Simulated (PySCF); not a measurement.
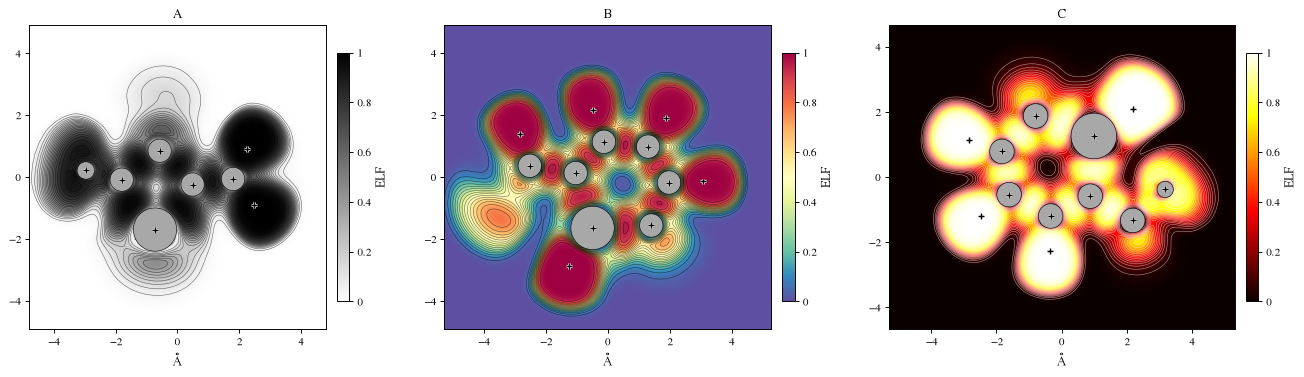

The electron localisation function of 3 systems, each on a plane through atoms (crosses mark nuclei in the plane; grey discs cover the cores).

All numbers below come from PySCF 2.14.0, PBE0/pcSseg-1, SCF density, gas phase, non-relativistic.

System 1: C$_{6}$H$_{7}$ClFSi (charge +1), the plane of atoms C7, C8 and Si9. Geometry: GFN2-xTB.

```csv
atom,x (Å),y (Å),z (Å)
F,2.9945,-0.5526,0.9261
C,2.4626,-0.0620,-0.2216
Cl,2.7231,-1.2905,-1.5081
C,0.9766,0.0860,-0.0751
C,0.3651,1.2892,0.0701
C,-1.0476,1.5012,0.2074
C,-1.9980,0.5527,0.2267
C,-1.8034,-0.9286,0.1235
Si,-0.0089,-1.4819,-0.1286
H,3.0004,0.8567,-0.4767
H,0.9779,2.1820,0.0813
H,-1.3559,2.5324,0.3025
H,-3.0292,0.8594,0.3351
H,-2.2302,-1.3754,1.0309
H,-2.4572,-1.2983,-0.6757
H,0.4227,-2.8613,-0.2292
```

System 2: C$_{6}$H$_{8}$FSi (charge +1), the plane of atoms C7, C6 and H13. Geometry: GFN2-xTB.

```
atom    x (Å)    y (Å)    z (Å)
   F  -2.6801   1.5321   0.2499
   C  -2.4803   0.2072  -0.0689
   C  -0.9959  -0.0193  -0.0468
   C  -0.4125  -1.2135  -0.3312
   C   0.9960  -1.4864  -0.3304
   C   1.9821  -0.6137  -0.0659
   C   1.8364   0.8332   0.2915
  Si   0.0501   1.4430   0.3921
   H  -2.9186   0.0394  -1.0581
   H  -3.0123  -0.3913   0.6776
   H  -1.0534  -2.0487  -0.5848
   H   1.2713  -2.5025  -0.5736
   H   3.0046  -0.9619  -0.1089
   H   2.3703   0.9974   1.2348
   H   2.4148   1.4145  -0.4367
   H  -0.3801   2.7793   0.7478
```

System 3: C$_{6}$H$_{6}$OSi, the plane of atoms C3, C4 and Si6. Geometry: GFN2-xTB.

```
atom    x (Å)    y (Å)    z (Å)
   C   2.6642   0.8857  -0.1015
   C   1.6960   0.4140   0.4223
   C   0.5065  -0.1793   0.9774
   C  -0.7976   0.3863   0.4207
   C  -1.1725   1.6530   0.4327
  Si  -1.4572  -1.2642  -0.2456
   C   0.2859  -1.6390   0.5231
   O   1.0207  -2.5764   0.6522
   H   3.5223   1.3067  -0.5327
   H   0.5512  -0.1290   2.0712
   H  -0.5596   2.4302   0.8654
   H  -2.1093   1.9699   0.0047
   H  -1.5641  -1.3983  -1.6937
   H  -2.5873  -1.8600   0.4617
```

Match each panel to its system.

Answer. Panel A is system 3, C$_{6}$H$_{6}$OSi: the plane holds C, Si, O and H. C–O (1.20 Å): the ELF peaks at about 0.85 between the atoms: a multiple bond. Panel B is system 1, C$_{6}$H$_{7}$ClFSi: the plane holds C, Si and H. C–C (1.34 Å): the ELF peaks at about 0.95 between the atoms: a multiple bond. Panel C is system 2, C$_{6}$H$_{8}$FSi: the plane holds F, C, Si and H. C–C (1.34 Å): the ELF peaks at about 0.95 between the atoms: a multiple bond.
